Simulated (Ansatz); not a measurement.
# (H2Ga-mu-F)2 (Ga2H4F2): a few steps of dynamics

Aim: follow (H2Ga-mu-F)2 (Ga2H4F2) for 15 steps with a Langevin thermostat (1500 K) and see how far bonds stretch and how energy moves between motion and potential.

Computed with Ansatz 0.2.0, Gaussian basis. Level: r2SCAN/6-31G*.

## 1. The relaxed structure

The structure was relaxed beforehand with PBE0-D4/def2-SVP.

8 atoms, charge 0, spin multiplicity 1.

Atoms are counted from 1 here; the program's logs count them from 0.

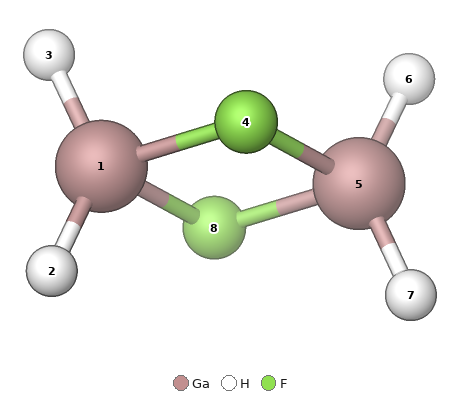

The geometry (gallium pink, hydrogen white, fluorine green); atoms are numbered from 1 in the order of the file.

## 2. Dynamics

The input, in.yaml:

```yaml
crystal:
  periodic: [false, false, false]
  atoms:
    - {symbol: Ga, position_ang: [0.833628, -1.085726, 0.617466]}
    - {symbol: H, position_ang: [1.885135, -1.659391, -0.372887]}
    - {symbol: H, position_ang: [0.443086, -1.371172, 2.094429]}
    - {symbol: F, position_ang: [0.816885, 0.844382, 0.381581]}
    - {symbol: Ga, position_ang: [-0.833629, 1.085732, -0.617483]}
    - {symbol: H, position_ang: [-1.887051, 1.663215, 0.368529]}
    - {symbol: H, position_ang: [-0.438787, 1.366839, -2.094165]}
    - {symbol: F, position_ang: [-0.819276, -0.843869, -0.377481]}
basis:
  gaussian: {orbitals: "6-31G*"}
magnetization: {spin_polarized: true, initial_magnetization: 0}
hamiltonian: {xc: {name: r2SCAN}}
md: {timestep: 0.5 fs, n_steps: 15, ensemble: nvt_langevin, temperature: 1500, initial_velocities: maxwell_boltzmann, friction: 0.01, seed: 97}
scf: {omitted_lower_state_checks: [starts]}
```

Started as:

```console
$ ansatz run in.yaml --threads 4 --pin off --events-out ev --progress --plain --max-ram 3916MiB
```

What it wrote:

```text
Functional definition: r2SCAN
  name "r2SCAN"
  cite "Furness, Kaplan, Ning, Perdew & Sun, J. Phys. Chem. Lett. 11, 8208 (2020) doi:10.1021/acs.jpclett.0c02405"
  cite "Furness, Kaplan, Ning, Perdew & Sun, J. Phys. Chem. Lett. 11, 9248 (2020) doi:10.1021/acs.jpclett.0c03077"
  parent r2scan
  parameter k0 = 0.174
  parameter k1 = 0.065
  parameter a1 = 4.9479
  exchange = r2scan_x(k0 = k0, k1 = k1, a1 = a1)
  correlation = r2scan_c
these checks for a lower state are left out or cut short: starts
1224 factors; their error is unknown
mean field evaluation 1: about -110236.6063 eV, gradient 3.6e1 eV
mean field evaluation 2: about -110228.6186 eV, gradient 6.5e1 eV
mean field evaluation 4: about -110239.9212 eV, gradient 2.6e0 eV
mean field evaluation 8: about -110239.9352 eV, gradient 7.2e-2 eV
mean field evaluation 16: about -110239.9074 eV, gradient 3.0e-5 eV
mean field -110239.90737140 eV, -4051.2418726058 hartree, gradient 3.0e-5 eV, S^2 0.000000; 0 other end points of the search recorded, 0 dependent functions left out
the calculation of the forces begins
reference -110239.90740023 eV, -4051.2418736654 hartree; 42, 42 occupied and 66, 66 virtual orbitals, 1224 factors
md step     0: t =     0.00 fs  T =  1312.5 K  F+E_penalty+E_count = -110239.90737140 eV  E_kin = 1.357230 eV  (28 SCF iters)
these checks for a lower state are left out or cut short: starts, cluster_reference, orbital_swaps, neighbouring_geometries, increment
1224 factors; their error is unknown
mean field -110239.89005027 eV, -4051.2412360660 hartree, gradient 1.3e-5 eV, S^2 0.000000; 0 other end points of the search recorded, 0 dependent functions left out
the calculation of the forces begins
reference -110239.89007919 eV, -4051.2412371289 hartree; 42, 42 occupied and 66, 66 virtual orbitals, 1224 factors
md step     1: t =     0.50 fs  T =  1339.9 K  F+E_penalty+E_count = -110239.89005027 eV  E_kin = 1.385615 eV  (32 SCF iters)
these checks for a lower state are left out or cut short: starts, cluster_reference, orbital_swaps, neighbouring_geometries, increment
1224 factors; their error is unknown
mean field -110239.84186983 eV, -4051.2394654678 hartree, gradient 1.6e-5 eV, S^2 0.000000; 0 other end points of the search recorded, 0 dependent functions left out
the calculation of the forces begins
reference -110239.84189885 eV, -4051.2394665341 hartree; 42, 42 occupied and 66, 66 virtual orbitals, 1224 factors
md step     2: t =     1.00 fs  T =  1212.6 K  F+E_penalty+E_count = -110239.84186983 eV  E_kin = 1.253920 eV  (32 SCF iters)
these checks for a lower state are left out or cut short: starts, cluster_reference, orbital_swaps, neighbouring_geometries, increment
1224 factors; their error is unknown
mean field evaluation 32: about -110239.7948 eV, gradient 3.4e-3 eV
mean field -110239.76923240 eV, -4051.2367960913 hartree, gradient 2.2e-5 eV, S^2 0.000000; 0 other end points of the search recorded, 0 dependent functions left out
the calculation of the forces begins
reference -110239.76926151 eV, -4051.2367971612 hartree; 42, 42 occupied and 66, 66 virtual orbitals, 1224 factors
md step     3: t =     1.50 fs  T =  1098.2 K  F+E_penalty+E_count = -110239.76923240 eV  E_kin = 1.135647 eV  (32 SCF iters)
these checks for a lower state are left out or cut short: starts, cluster_reference, orbital_swaps, neighbouring_geometries, increment
1224 factors; their error is unknown
mean field -110239.68381104 eV, -4051.2336569144 hartree, gradient 2.3e-5 eV, S^2 0.000000; 0 other end points of the search recorded, 0 dependent functions left out
the calculation of the forces begins
reference -110239.68384024 eV, -4051.2336579874 hartree; 42, 42 occupied and 66, 66 virtual orbitals, 1224 factors
md step     4: t =     2.00 fs  T =   983.8 K  F+E_penalty+E_count = -110239.68381104 eV  E_kin = 1.017355 eV  (32 SCF iters)
these checks for a lower state are left out or cut short: starts, cluster_reference, orbital_swaps, neighbouring_geometries, increment
1224 factors; their error is unknown
mean field -110239.60250469 eV, -4051.2306689610 hartree, gradient 2.1e-5 eV, S^2 0.000000; 0 other end points of the search recorded, 0 dependent functions left out
the calculation of the forces begins
reference -110239.60253396 eV, -4051.2306700367 hartree; 42, 42 occupied and 66, 66 virtual orbitals, 1224 factors
md step     5: t =     2.50 fs  T =   882.6 K  F+E_penalty+E_count = -110239.60250469 eV  E_kin = 0.912635 eV  (32 SCF iters)
these checks for a lower state are left out or cut short: starts, cluster_reference, orbital_swaps, neighbouring_geometries, increment
1224 factors; their error is unknown
mean field -110239.54103143 eV, -4051.2284098603 hartree, gradient 2.0e-5 eV, S^2 0.000000; 0 other end points of the search recorded, 0 dependent functions left out
the calculation of the forces begins
reference -110239.54106075 eV, -4051.2284109380 hartree; 42, 42 occupied and 66, 66 virtual orbitals, 1224 factors
md step     6: t =     3.00 fs  T =   776.6 K  F+E_penalty+E_count = -110239.54103143 eV  E_kin = 0.803025 eV  (31 SCF iters)
these checks for a lower state are left out or cut short: starts, cluster_reference, orbital_swaps, neighbouring_geometries, increment
1224 factors; their error is unknown
mean field evaluation 64: about -110239.5105 eV, gradient 1.9e-5 eV
mean field -110239.51045434 eV, -4051.2272861731 hartree, gradient 1.9e-5 eV, S^2 0.000000; 0 other end points of the search recorded, 0 dependent functions left out
the calculation of the forces begins
reference -110239.51048371 eV, -4051.2272872524 hartree; 42, 42 occupied and 66, 66 virtual orbitals, 1224 factors
md step     7: t =     3.50 fs  T =   769.2 K  F+E_penalty+E_count = -110239.51045434 eV  E_kin = 0.795429 eV  (32 SCF iters)
these checks for a lower state are left out or cut short: starts, cluster_reference, orbital_swaps, neighbouring_geometries, increment
1224 factors; their error is unknown
mean field -110239.51245495 eV, -4051.2273596941 hartree, gradient 1.8e-5 eV, S^2 0.000000; 0 other end points of the search recorded, 0 dependent functions left out
the calculation of the forces begins
reference -110239.51248434 eV, -4051.2273607743 hartree; 42, 42 occupied and 66, 66 virtual orbitals, 1224 factors
md step     8: t =     4.00 fs  T =   734.8 K  F+E_penalty+E_count = -110239.51245495 eV  E_kin = 0.759840 eV  (32 SCF iters)
these checks for a lower state are left out or cut short: starts, cluster_reference, orbital_swaps, neighbouring_geometries, increment
1224 factors; their error is unknown
mean field -110239.53696830 eV, -4051.2282605429 hartree, gradient 1.8e-5 eV, S^2 0.000000; 0 other end points of the search recorded, 0 dependent functions left out
the calculation of the forces begins
reference -110239.53699769 eV, -4051.2282616232 hartree; 42, 42 occupied and 66, 66 virtual orbitals, 1224 factors
md step     9: t =     4.50 fs  T =   679.6 K  F+E_penalty+E_count = -110239.53696830 eV  E_kin = 0.702760 eV  (32 SCF iters)
these checks for a lower state are left out or cut short: starts, cluster_reference, orbital_swaps, neighbouring_geometries, increment
1224 factors; their error is unknown
mean field -110239.56798147 eV, -4051.2294002561 hartree, gradient 1.7e-5 eV, S^2 0.000000; 0 other end points of the search recorded, 0 dependent functions left out
the calculation of the forces begins
reference -110239.56801086 eV, -4051.2294013360 hartree; 42, 42 occupied and 66, 66 virtual orbitals, 1224 factors
md step    10: t =     5.00 fs  T =   705.7 K  F+E_penalty+E_count = -110239.56798147 eV  E_kin = 0.729711 eV  (32 SCF iters)
these checks for a lower state are left out or cut short: starts, cluster_reference, orbital_swaps, neighbouring_geometries, increment
1224 factors; their error is unknown
mean field -110239.59626147 eV, -4051.2304395271 hartree, gradient 1.7e-5 eV, S^2 0.000000; 0 other end points of the search recorded, 0 dependent functions left out
the calculation of the forces begins
reference -110239.59629084 eV, -4051.2304406063 hartree; 42, 42 occupied and 66, 66 virtual orbitals, 1224 factors
md step    11: t =     5.50 fs  T =   810.2 K  F+E_penalty+E_count = -110239.59626147 eV  E_kin = 0.837808 eV  (32 SCF iters)
these checks for a lower state are left out or cut short: starts, cluster_reference, orbital_swaps, neighbouring_geometries, increment
1224 factors; their error is unknown
mean field evaluation 96: about -110239.6157 eV, gradient 5.2e-2 eV
mean field -110239.61572027 eV, -4051.2311546247 hartree, gradient 1.8e-5 eV, S^2 0.000000; 0 other end points of the search recorded, 0 dependent functions left out
the calculation of the forces begins
reference -110239.61574962 eV, -4051.2311557030 hartree; 42, 42 occupied and 66, 66 virtual orbitals, 1224 factors
md step    12: t =     6.00 fs  T =   879.0 K  F+E_penalty+E_count = -110239.61572027 eV  E_kin = 0.908961 eV  (31 SCF iters)
these checks for a lower state are left out or cut short: starts, cluster_reference, orbital_swaps, neighbouring_geometries, increment
1224 factors; their error is unknown
mean field -110239.61873541 eV, -4051.2312654289 hartree, gradient 2.2e-5 eV, S^2 0.000000; 0 other end points of the search recorded, 0 dependent functions left out
the calculation of the forces begins
reference -110239.61876473 eV, -4051.2312665064 hartree; 42, 42 occupied and 66, 66 virtual orbitals, 1224 factors
md step    13: t =     6.50 fs  T =   912.5 K  F+E_penalty+E_count = -110239.61873541 eV  E_kin = 0.943598 eV  (32 SCF iters)
these checks for a lower state are left out or cut short: starts, cluster_reference, orbital_swaps, neighbouring_geometries, increment
1224 factors; their error is unknown
mean field -110239.60312460 eV, -4051.2306917423 hartree, gradient 1.7e-5 eV, S^2 0.000000; 0 other end points of the search recorded, 0 dependent functions left out
the calculation of the forces begins
reference -110239.60315392 eV, -4051.2306928197 hartree; 42, 42 occupied and 66, 66 virtual orbitals, 1224 factors
md step    14: t =     7.00 fs  T =   924.1 K  F+E_penalty+E_count = -110239.60312460 eV  E_kin = 0.955549 eV  (32 SCF iters)
these checks for a lower state are left out or cut short: starts, cluster_reference, orbital_swaps, neighbouring_geometries, increment
1224 factors; their error is unknown
mean field -110239.56964958 eV, -4051.2294615579 hartree, gradient 1.7e-5 eV, S^2 0.000000; 0 other end points of the search recorded, 0 dependent functions left out
the calculation of the forces begins
reference -110239.56967892 eV, -4051.2294626360 hartree; 42, 42 occupied and 66, 66 virtual orbitals, 1224 factors
these checks for a lower state are left out or cut short: starts
1224 factors; their error is unknown
mean field -110239.56964958 eV, -4051.2294615579 hartree, gradient 1.7e-5 eV, S^2 0.000000; 0 other end points of the search recorded, 0 dependent functions left out
the calculation of the forces begins
reference -110239.56967892 eV, -4051.2294626360 hartree; 42, 42 occupied and 66, 66 virtual orbitals, 1224 factors
md step    15: t =     7.50 fs  T =   843.0 K  F+E_penalty+E_count = -110239.56964958 eV  E_kin = 0.871716 eV  (18 SCF iters)
Total energy: -110239.56967892 eV, -4051.2294626360 hartree
Atom 0 at     0.855757    -1.096382     0.629461 Å, force    -0.161745     1.170030    -0.610812 eV/Å
Atom 1 at     1.820945    -1.534379    -0.529012 Å, force    -0.097916    -0.287084     0.456161 eV/Å
Atom 2 at     0.405215    -1.072074     2.101385 Å, force     0.094043    -0.618591     0.182958 eV/Å
Atom 3 at     0.855788     0.840064     0.454984 Å, force    -0.689719     0.133578    -0.708061 eV/Å
Atom 4 at    -0.888106     1.082875    -0.656790 Å, force     0.429676     0.401819     1.397360 eV/Å
Atom 5 at    -1.974001     1.631601     0.425714 Å, force     0.530203    -0.332791    -0.656185 eV/Å
Atom 6 at    -0.445601     1.659945    -2.048968 Å, force    -0.068409    -0.351255     0.136689 eV/Å
Atom 7 at    -0.819245    -0.813087    -0.397100 Å, force    -0.036133    -0.115707    -0.198109 eV/Å
Dipole moment:    -0.002741    -0.175602    -0.063192 e Å
Checks for a lower state left out: starts
```

It took 76 s on 4 threads of Arm Neoverse V2, shared host.

## 3. The trajectory

Step by step, with energies from the first frame:

| time (fs) | T (K) | potential (meV) | Ga5–H6 (Å) |
| --- | --- | --- | --- |
| 0.0 | 1312 | 0.0 | 1.554 |
| 0.5 | 1340 | 17.3 | 1.523 |
| 1.0 | 1213 | 65.5 | 1.493 |
| 1.5 | 1098 | 138.1 | 1.466 |
| 2.0 | 984 | 223.6 | 1.443 |
| 2.5 | 883 | 304.9 | 1.428 |
| 3.0 | 777 | 366.3 | 1.423 |
| 3.5 | 769 | 396.9 | 1.426 |
| 4.0 | 735 | 394.9 | 1.439 |
| 4.5 | 680 | 370.4 | 1.458 |
| 5.0 | 706 | 339.4 | 1.482 |
| 5.5 | 810 | 311.1 | 1.509 |
| 6.0 | 879 | 291.7 | 1.538 |
| 6.5 | 912 | 288.6 | 1.569 |
| 7.0 | 924 | 304.2 | 1.600 |
| 7.5 | 843 | 337.7 | 1.629 |

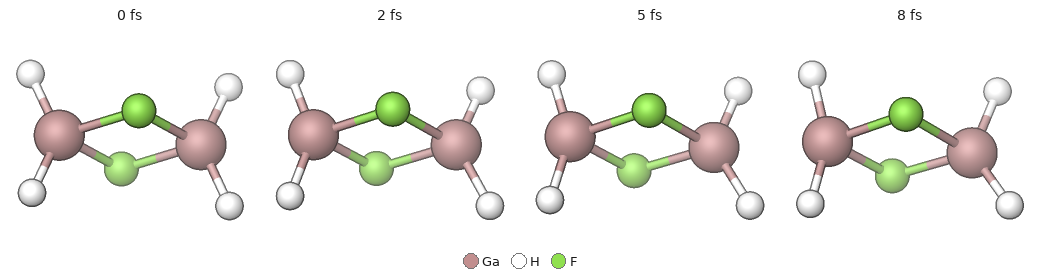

Four frames; sticks are those of the first frame.

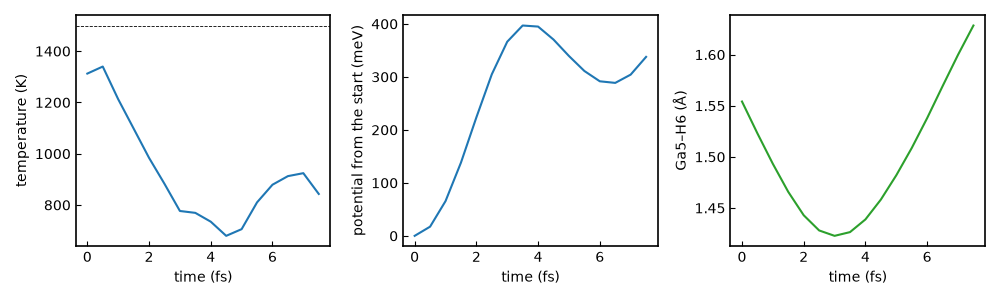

Temperature (the set value dashed), potential energy and the bond that swings most.

Positions (Å) and forces (eV/Å) at 7.5 fs:

```xyz
8

Ga    0.856   -1.096    0.629   -0.162    1.170   -0.611
H     1.821   -1.534   -0.529   -0.098   -0.287    0.456
H     0.405   -1.072    2.101    0.094   -0.619    0.183
F     0.856    0.840    0.455   -0.690    0.134   -0.708
Ga   -0.888    1.083   -0.657    0.430    0.402    1.397
H    -1.974    1.632    0.426    0.530   -0.333   -0.656
H    -0.446    1.660   -2.049   -0.068   -0.351    0.137
F    -0.819   -0.813   -0.397   -0.036   -0.116   -0.198
```

## 4. Outcome

| quantity | value |
| --- | --- |
| length | 15 steps of 0.5 fs |
| temperature, first and last frame | 1312, 843 K |
| temperature, second half | mean 811 K, from 680 to 924 K |
| swing of the potential | 397 meV |
| range of Ga5–H6 | 1.423 to 1.629 Å |

What this shows: From 1312 K at the start the temperature swings between 680 and 1340 K: with 8 atoms it has no steady value yet; energy flows between kinetic and potential parts, and any thermostat adds or takes heat. The first value differs from the one set because the log counts other degrees of freedom than the draw of velocities did. Ga5–H6 swings most, by 0.21 Å; no bond breaks. A run of 8 fs gives no averages.
